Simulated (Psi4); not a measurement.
**InSiH4F (SMILES [F][InH][SiH3]) at M06-2X/def2-SVP (core potential)**

Aim: the vertical singlet–triplet gap of InSiH4F at M06-2X/def2-SVP (core potential), from 2 runs. 

The calculation is run with Psi4 1.11.

2 further runs of the same task are left out: 2 set aside as unsound or not needed. Runs told in other sessions of the task aren't counted.

### Step 1. The molecule

InSiH4F has 7 atoms, charge 0, and is taken as a singlet. SMILES: `[F][InH][SiH3]`. Geometry: relaxed at PBE0-D4/def2-TZVP.

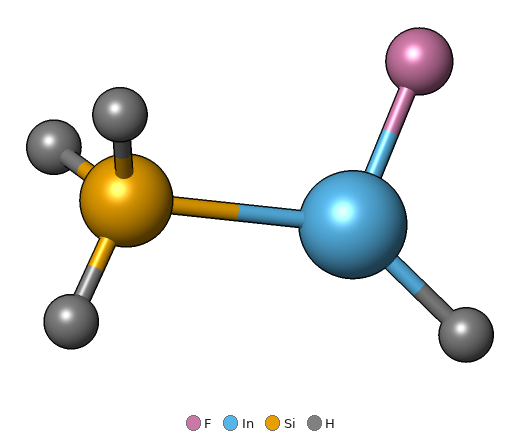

The structure, seen from a chosen angle (fluorine pink, indium blue, silicon amber, hydrogen grey).

### Step 2. A single-point energy at M06-2X/def2-SVP (core potential)

Contents of fh4insi_ase.py:

```python
import numpy as np
from ase.calculators.psi4 import Psi4
from ase import Atoms

atoms = Atoms(['F', 'In', 'Si', 'H', 'H', 'H', 'H'], positions=[
    [-0.196000, -2.340000, 1.298800],
    [-0.756000, -1.164900, -0.176800],
    [0.528000, 1.043100, -0.028600],
    [-1.937800, -1.965900, -1.125300],
    [1.986000, 0.765900, -0.108800],
    [0.226000, 1.696000, 1.272200],
    [0.149800, 1.965800, -1.131400],
])
calc = Psi4(atoms=atoms, method='m06-2x', basis='def2-SVP', memory='2200MB', num_threads=1, charge=0, multiplicity=1, label='psi4-calc')
calc.psi4.set_options({'puream': True, 'e_convergence': 1e-09, 'd_convergence': 1e-08, 'scf_type': 'pk', 'dft_radial_points': 99, 'dft_spherical_points': 590})
atoms.calc = calc

print(f'energy: {atoms.get_potential_energy():.6f} eV')
```

Run with:

```
python fh4insi_ase.py
```

psi4-calc.dat, cut to the lines that bear on the results:

```text
[...]
    !!!  WARNING: ECP capability is in beta. Please check occupations closely.  !!!
[...]
  Running in c1 symmetry.
[...]
  Nuclear repulsion =  168.681564706163954
[...]
  Multiplicity = 1
[...]
  Nalpha       = 24
  Nbeta        = 24
[...]
    Number of basis functions: 78
[...]
   @RKS iter   1:  -581.45461963028185   -1.34203e+00   6.72248e-03 ADIIS/DIIS
[...]
   @RKS iter  11:  -581.57373181331684   -5.22959e-12   4.45814e-09 DIIS
[...]
    Orbital Energies [Eh]
    ---------------------
    Doubly Occupied:
       1A    -67.019240     2A    -25.146126     3A     -5.563332
       4A     -4.899708     5A     -3.875640     6A     -3.874887
       7A     -3.874882     8A     -3.283144     9A     -3.272649
      10A     -3.271846    11A     -1.179929    12A     -0.902914
      13A     -0.898235    14A     -0.896183    15A     -0.891828
      16A     -0.888321    17A     -0.621213    18A     -0.488456
      19A     -0.427315    20A     -0.422630    21A     -0.417655
      22A     -0.415934    23A     -0.392984    24A     -0.324057
[...]
  @RKS Final Energy:  -581.57373181331684
   => Energetics <=
    Nuclear Repulsion Energy =            168.6815647061639538
    One-Electron Energy =               -1214.6162435657679453
    Two-Electron Energy =                 488.1339554636521143
    DFT Exchange-Correlation Energy =     -23.7730084173649097
    Empirical Dispersion Energy =           0.0000000000000000
    VV10 Nonlocal Energy =                  0.0000000000000000
    Total Energy =                       -581.5737318133168401
[...]
 Multipole Moments:
 ------------------------------------------------------------------------------------
     Multipole            Electronic (a.u.)      Nuclear  (a.u.)        Total (a.u.)
 ------------------------------------------------------------------------------------
 L = 1.  Multiply by 2.5417464519 to convert [e a0] to [Debye]
 Dipole X            :        -22.8962304           22.6537000           -0.2425304
 Dipole Y            :        -25.5435208           26.3961768            0.8526561
 Dipole Z            :        -11.7729075           10.9066176           -0.8662899
 Magnitude           :                                                    1.2394763
[...]
```

Standard output:

```text
energy: -15825.427318 eV
```

It took 15 s on 1 thread of Intel Xeon 6975P-C (Granite Rapids), shared host; peak memory 1.1 GiB.

### Step 3. The triplet: energy and gradient at UM06-2X/def2-SVP (core potential)

Contents of fh4insi.xyz:

```xyz
7
FH4InSi
F     -0.196000    -2.340000     1.298800
In    -0.756000    -1.164900    -0.176800
Si     0.528000     1.043100    -0.028600
H     -1.937800    -1.965900    -1.125300
H      1.986000     0.765900    -0.108800
H      0.226000     1.696000     1.272200
H      0.149800     1.965800    -1.131400
```

Contents of run.py:

```python
import psi4

psi4.set_memory('2200 MB')
psi4.set_num_threads(1)
psi4.set_output_file('fh4insi.out', False)

with open('fh4insi.xyz') as f:
    atoms = ''.join(f.readlines()[2:])
mol = psi4.geometry('0 3\n' + atoms + 'symmetry c1')

psi4.set_options({
    'basis': 'def2-SVP',
    'reference': 'uks',
    'puream': True,
    'e_convergence': 1e-09,
    'd_convergence': 1e-08,
    'scf_type': 'pk',
    'dft_radial_points': 99,
    'dft_spherical_points': 590,
    'maxiter': 100,
})

e, wfn = psi4.gradient('M06-2X', return_wfn=True)
psi4.oeprop(wfn, 'WIBERG_LOWDIN_INDICES', 'MAYER_INDICES', 'MULLIKEN_CHARGES', title='M06-2X')
print('gradient / Eh bohr^-1')
print(e.np.round(6))
print(f'energy = {wfn.energy():.10f} Eh')
```

Run with:

```
python run.py
```

fh4insi.out, cut to the lines that bear on the results:

```text
[...]
    !!!  WARNING: ECP capability is in beta. Please check occupations closely.  !!!
[...]
  Running in c1 symmetry.
[...]
  Nuclear repulsion =  168.681564706163954
[...]
  Multiplicity = 3
[...]
  Nalpha       = 25
  Nbeta        = 23
[...]
    Number of basis functions: 78
[...]
   @UKS iter   1:  -581.30687142325417   -1.19428e+00   6.56807e-03 DIIS/ADIIS
[...]
   @UKS iter  16:  -581.41697511631264   -1.12550e-11   6.48626e-09 DIIS
[...]
   @S^2 Observed:                2.006004835E+00
[...]
  @UKS Final Energy:  -581.41697511631264
   => Energetics <=
    Nuclear Repulsion Energy =            168.6815647061639538
    One-Electron Energy =               -1213.5494416962442301
    Two-Electron Energy =                 487.1911764192689134
    DFT Exchange-Correlation Energy =     -23.7402745455012862
    Empirical Dispersion Energy =           0.0000000000000000
    VV10 Nonlocal Energy =                  0.0000000000000000
    Total Energy =                       -581.4169751163126421
  UHF NO Occupations:
  HONO-2 :   23  A 1.9988772
  HONO-1 :   24  A 1.0000000
[...]
 Multipole Moments:
 ------------------------------------------------------------------------------------
     Multipole            Electronic (a.u.)      Nuclear  (a.u.)        Total (a.u.)
 ------------------------------------------------------------------------------------
 L = 1.  Multiply by 2.5417464519 to convert [e a0] to [Debye]
 Dipole X            :        -22.4255037           22.6537000            0.2281963
 Dipole Y            :        -24.7612539           26.3961768            1.6349229
 Dipole Z            :        -11.6990629           10.9066176           -0.7924453
 Magnitude           :                                                    1.8311242
[...]
  -Total Gradient:
     Atom            X                  Y                   Z
    ------   -----------------  -----------------  -----------------
       1       -0.006095914785    -0.002087878296    -0.006260339431
       2        0.012281204298     0.022532150532     0.000630759211
       3       -0.015740800708    -0.028294694029    -0.001107947901
       4        0.003511988026    -0.005948274456     0.008325941048
       5       -0.000296132643     0.003812737895    -0.001288715228
       6        0.001009911782     0.002974070266    -0.002332112923
       7        0.005481744856     0.007171541200     0.002112969643
[...]
```

Standard output:

```text
gradient / Eh bohr^-1
[[-0.006096 -0.002088 -0.00626 ]
 [ 0.012281  0.022532  0.000631]
 [-0.015741 -0.028295 -0.001108]
 [ 0.003512 -0.005948  0.008326]
 [-0.000296  0.003813 -0.001289]
 [ 0.00101   0.002974 -0.002332]
 [ 0.005482  0.007172  0.002113]]
energy = -581.4169751163 Eh
```

Run time: 32 s. Hardware: 1 thread of Intel Xeon 6975P-C (Granite Rapids), shared host; peak memory 1.1 GiB.

### Step 4. Summary of results

Level: M06-2X/def2-SVP (core potential).

```
                                        quantity          value
                           singlet: total energy  -581.57373 Eh
                          singlet: dipole moment         3.15 D
                            singlet: HOMO energy       -8.82 eV
                            singlet: LUMO energy       -1.44 eV
                          singlet: HOMO–LUMO gap        7.38 eV
                           triplet: total energy  -581.41698 Eh
                          triplet: dipole moment         4.65 D
     triplet: HOMO energy (highest over α and β)       -4.72 eV
                                   triplet: ⟨S²⟩          2.006
               triplet: largest force on an atom     1.666 eV/Å
vertical energy of the triplet above the singlet       4.266 eV
```

At this shape the triplet lies 4.27 eV (98 kcal/mol) above the singlet.
